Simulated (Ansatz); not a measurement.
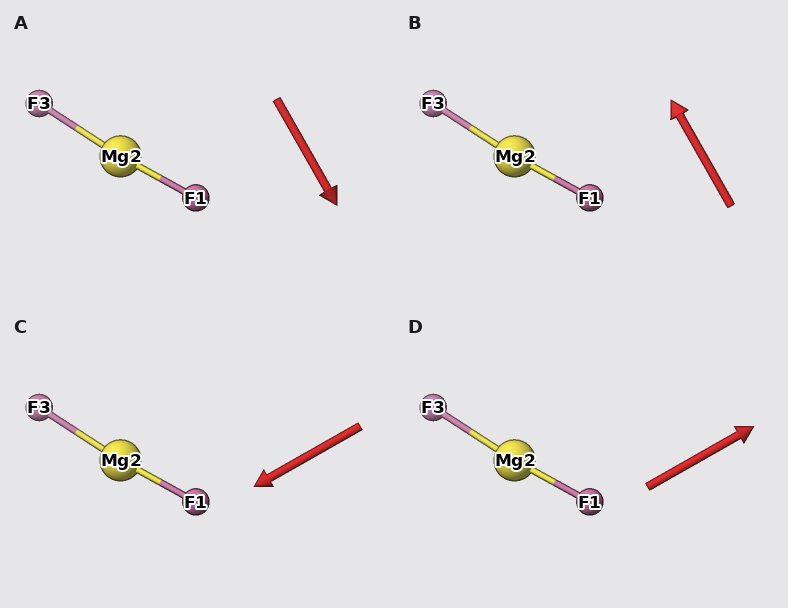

The same molecule four times, each with an arrow. Geometry: atoms displaced at random (about 0.06 Å) from a stationary point of PBE0-D4. Method: RKS ωB97M-V/def2-TZVPP (Ansatz 0.2.0).

Which arrow points along the dipole moment, from the negative to the positive end?

A. The dipole moment is 0.84 D; it points from the side of F3 to the side of F1 (the outermost atoms at the two ends).
